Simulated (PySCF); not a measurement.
# Ge2H6O2 (SMILES [OH][GeH2][GeH2][OH]) at BLYP/6-31G(d) (spherical functions)

Aim: the vertical ionisation energy of Ge2H6O2 at BLYP/6-31G* (spherical functions), from 2 runs. Input form: a Python script.

The calculation is run with PySCF 2.14.0.

4 further runs of the same task are left out: 4 set aside as unsound or not needed.

## 1. The structure to begin with

The species is Ge2H6O2 (10 atoms), meant as a singlet with charge 0. As SMILES, `[OH][GeH2][GeH2][OH]`. The shape is that of a PBE0-D4/def2-TZVP optimisation. This is one conformer, not always the lowest.

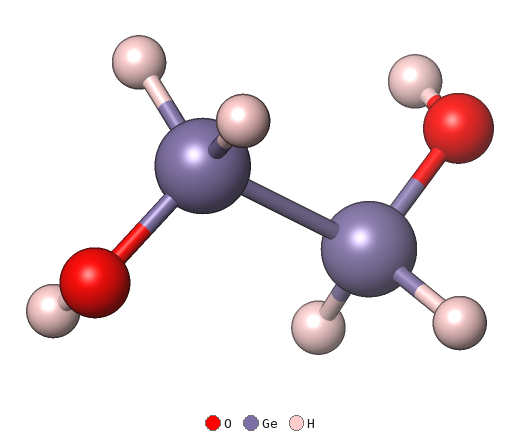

Viewed from a chosen angle; oxygen red, germanium purple, hydrogen pink.

## 2. A single-point energy at BLYP/6-31G(d) (spherical functions)

mol.xyz reads:

```xyz
10

O     -0.309300     2.455000    -0.006400
Ge     0.600700     0.984100     0.456700
Ge    -0.721500    -1.006400    -0.054200
O      0.308500    -2.466700     0.057800
H     -0.425000     2.532100    -0.955900
H      0.860000     1.168500     1.957800
H      1.943500     0.946400    -0.311300
H     -1.840500    -1.265700     0.963100
H     -1.315400    -0.903200    -1.479200
H      0.981900    -2.495100    -0.625400
```

calc.py reads:

```python
from pyscf import gto, dft

mol = gto.Mole()
mol.atom = 'mol.xyz'
mol.verbose = 4
mol.basis = '6-31g*'
mol.max_memory = 1860
mol.build()

mf = dft.RKS(mol, xc='blyp')
mf.grids.level = 5
mf.conv_tol = 1e-10
mf.kernel()
if not mf.converged:
    mf = mf.newton().run(mf.mo_coeff, mf.mo_occ)

e_final = mf.e_tot
print(f'total energy: {e_final:.8f} hartree')
```

Run with:

```
$ OMP_NUM_THREADS=1 python calc.py
```

The log of the run:

```text
PySCF version 2.14.0

[INPUT] num. atoms = 10
[INPUT] num. electrons = 86
[INPUT] charge = 0
[INPUT] spin (= nelec alpha-beta = 2S) = 0
[INPUT] symmetry False subgroup None
[INPUT] Mole.unit = angstrom
[INPUT] Symbol           X                Y                Z      unit          X                Y                Z       unit  Magmom
[INPUT]  1 O     -0.309300000000   2.455000000000  -0.006400000000 AA   -0.584492290328   4.639277635807  -0.012094247197 Bohr   0.0
[INPUT]  2 Ge     0.600700000000   0.984100000000   0.456700000000 AA    1.135158483026   1.859679479184   0.863037921089 Bohr   0.0
[INPUT]  3 Ge    -0.721500000000  -1.006400000000  -0.054200000000 AA   -1.363437398874  -1.901820371762  -0.102423155951 Bohr   0.0
[INPUT]  4 O      0.308500000000  -2.466700000000   0.057800000000 AA    0.582980509428  -4.661387431465   0.109226170000 Bohr   0.0
[INPUT]  5 H     -0.425000000000   2.532100000000  -0.955900000000 AA   -0.803133602940   4.784975520011  -1.806389202472 Bohr   0.0
[INPUT]  6 H      0.860000000000   1.168500000000   1.957800000000 AA    1.625164467126   2.208144976554   3.699705806673 Bohr   0.0
[INPUT]  7 H      1.943500000000   0.946400000000  -0.311300000000 AA    3.672682723092   1.788436804288  -0.588271742577 Bohr   0.0
[INPUT]  8 H     -1.840500000000  -1.265700000000   0.963100000000 AA   -3.478040932262  -2.391826355862   1.819995230569 Bohr   0.0
[INPUT]  9 H     -1.315400000000  -0.903200000000  -1.479200000000 AA   -2.485745744253  -1.706800635707  -2.795282883457 Bohr   0.0
[INPUT] 10 H      0.981900000000  -2.495100000000  -0.625400000000 AA    1.855522081710  -4.715055653402  -1.181834718303 Bohr   0.0

nuclear repulsion = 568.934386692963
number of shells = 48
number of NR pGTOs = 268
number of NR cGTOs = 104
basis = 6-31g*
ecp = {}

******** <class 'pyscf.dft.rks.RKS'> ********
method = RKS
initial guess = minao
damping factor = 0
level_shift factor = 0
DIIS = <class 'pyscf.scf.diis.CDIIS'>
diis_start_cycle = 1
diis_space = 8
diis_damp = 0
SCF conv_tol = 1e-10
SCF conv_tol_grad = None
SCF max_cycles = 50
direct_scf = True
direct_scf_tol = 1e-13
XC library pyscf.dft.libxc version 7.0.0
    S. Lehtola, C. Steigemann, M. J.T. Oliveira, and M. A.L. Marques.,  SoftwareX 7, 1–5 (2018)
XC functionals = blyp
    A. D. Becke.,  Phys. Rev. A 38, 3098 (1988)
    C. Lee, W. Yang, and R. G. Parr.,  Phys. Rev. B 37, 785 (1988)
    B. Miehlich, A. Savin, H. Stoll, and H. Preuss.,  Chem. Phys. Lett. 157, 200 (1989)
radial grids:
    Treutler-Ahlrichs [JCP 102, 346 (1995); DOI:10.1063/1.469408] (M4) radial grids

becke partition: Becke, JCP 88, 2547 (1988); DOI:10.1063/1.454033
pruning grids: <function nwchem_prune>
grids dens level: 5
symmetrized grids: False
atomic radii adjust function: <function treutler_atomic_radii_adjust>
small_rho_cutoff = 0
Set gradient conv threshold to 1e-05
Initial guess from minao.
tot grids = 316672
init E= -4306.52877996978
  HOMO = -0.27118451467754  LUMO = -0.0853118955826693  gap/eV = 5.05785
cycle= 1 E= -4307.2314174661  delta_E= -0.703  |g|= 1.43  |ddm|= 3.02
  HOMO = -0.0459983510622575  LUMO = -0.0368428193615586  gap/eV = 0.24913
cycle= 2 E= -4302.79922152231  delta_E= 4.43  |g|= 4.13  |ddm|= 8.24
  HOMO = -0.202785470254106  LUMO = -0.0509172639958693  gap/eV = 4.13254
cycle= 3 E= -4307.50500407072  delta_E= -4.71  |g|= 0.531  |ddm|= 8.04
  HOMO = -0.207482593295102  LUMO = -0.0457935051018201  gap/eV = 4.39978
cycle= 4 E= -4307.56536256615  delta_E= -0.0604  |g|= 0.229  |ddm|= 0.647
  HOMO = -0.213699450600871  LUMO = -0.0505183940860388  gap/eV = 4.44038
cycle= 5 E= -4307.56991099241  delta_E= -0.00455  |g|= 0.0513  |ddm|= 0.143
  HOMO = -0.208625602943097  LUMO = -0.0457498651841406  gap/eV = 4.43207
cycle= 6 E= -4307.57059203659  delta_E= -0.000681  |g|= 0.0102  |ddm|= 0.0829
  HOMO = -0.209776447349893  LUMO = -0.046640206361019  gap/eV = 4.43916
cycle= 7 E= -4307.57062235652  delta_E= -3.03e-05  |g|= 0.00229  |ddm|= 0.0177
  HOMO = -0.209785897708835  LUMO = -0.0465841792679096  gap/eV = 4.44094
cycle= 8 E= -4307.57062381659  delta_E= -1.46e-06  |g|= 0.000984  |ddm|= 0.00366
  HOMO = -0.209798743871449  LUMO = -0.046590338294326  gap/eV = 4.44113
cycle= 9 E= -4307.57062399782  delta_E= -1.81e-07  |g|= 0.00042  |ddm|= 0.0012
  HOMO = -0.209814986842773  LUMO = -0.0466031446741351  gap/eV = 4.44122
cycle= 10 E= -4307.57062403052  delta_E= -3.27e-08  |g|= 0.000133  |ddm|= 0.000568
  HOMO = -0.209815956881102  LUMO = -0.0466012854801332  gap/eV = 4.44130
cycle= 11 E= -4307.57062403732  delta_E= -6.79e-09  |g|= 2.55e-05  |ddm|= 0.000248
  HOMO = -0.209813736269123  LUMO = -0.0465994735608275  gap/eV = 4.44129
cycle= 12 E= -4307.5706240376  delta_E= -2.85e-10  |g|= 1.53e-06  |ddm|= 4.34e-05
  HOMO = -0.20981373450521  LUMO = -0.0465995069183354  gap/eV = 4.44129
cycle= 13 E= -4307.5706240376  delta_E= -9.09e-13  |g|= 6.75e-07  |ddm|= 2.82e-06
  HOMO = -0.209813724314969  LUMO = -0.046599512589327  gap/eV = 4.44128
Extra cycle  E= -4307.57062403757  delta_E= 2.91e-11  |g|= 5.92e-07  |ddm|= 1.64e-06
converged SCF energy = -4307.57062403757
total energy: -4307.57062404 hartree
```

Run time: 42 s. Hardware: 1 thread of Arm Neoverse V1, shared host; peak memory 0.57 GiB.

## 3. The doublet cation at the same level

run.py reads:

```python
from pyscf import gto, dft

mol = gto.M(
    atom='''
O     -0.584492     4.639278    -0.012094
Ge     1.135158     1.859679     0.863038
Ge    -1.363437    -1.901820    -0.102423
O      0.582981    -4.661387     0.109226
H     -0.803134     4.784976    -1.806389
H      1.625164     2.208145     3.699706
H      3.672683     1.788437    -0.588272
H     -3.478041    -2.391826     1.819995
H     -2.485746    -1.706801    -2.795283
H      1.855522    -4.715056    -1.181835
''',
    spin=1,
    charge=1,
    basis='6-31g*',
    verbose=3,
    max_memory=1860,
    unit='bohr',
)

ks = dft.UKS(mol)
ks.xc = 'blyp'
ks.conv_tol = 1e-10
ks.grids.level = 5
ks.kernel()
if not ks.converged:
    ks = ks.newton().run(ks.mo_coeff, ks.mo_occ)

etot = ks.e_tot
print(f'total energy: {etot:.8f} hartree')
```

Run with:

```
$ OMP_NUM_THREADS=1 python run.py
```

The log of the run:

```text
WARN: HOMO -0.271184576538241 >= LUMO -0.271184576538239

SCF not converged.
SCF energy = -4307.25341005557 after 50 cycles  <S^2> = 0.75235946  2S+1 = 2.0023581
converged SCF energy = -4307.25341005756  <S^2> = 0.75235946  2S+1 = 2.0023581
total energy: -4307.25341006 hartree
```

It took 2.1 min on 1 thread of Arm Neoverse V1, shared host; peak memory 0.84 GiB.

## 4. What came out

At BLYP/6-31G* (spherical functions):

| quantity | value |
| --- | --- |
| singlet Ge2H6O2: total energy | -4307.57062 Eh |
| singlet Ge2H6O2: dipole moment | 2.27 D |
| singlet Ge2H6O2: HOMO energy | -5.71 eV |
| singlet Ge2H6O2: LUMO energy | -1.27 eV |
| singlet Ge2H6O2: HOMO–LUMO gap | 4.44 eV |
| doublet cation: total energy | -4307.25341 Eh |
| doublet cation: HOMO energy (highest over α and β) | -12.22 eV |
| doublet cation: LUMO energy (lowest over α and β) | -11.55 eV |
| doublet cation: ⟨S²⟩ | 0.752 |
| vertical ionisation energy (to the doublet cation) | 8.632 eV |

In words: Removing an electron at fixed nuclei costs 8.63 eV (833 kJ/mol). The negative HOMO energy of the first species, 5.71 eV, lies 2.92 eV below that difference.
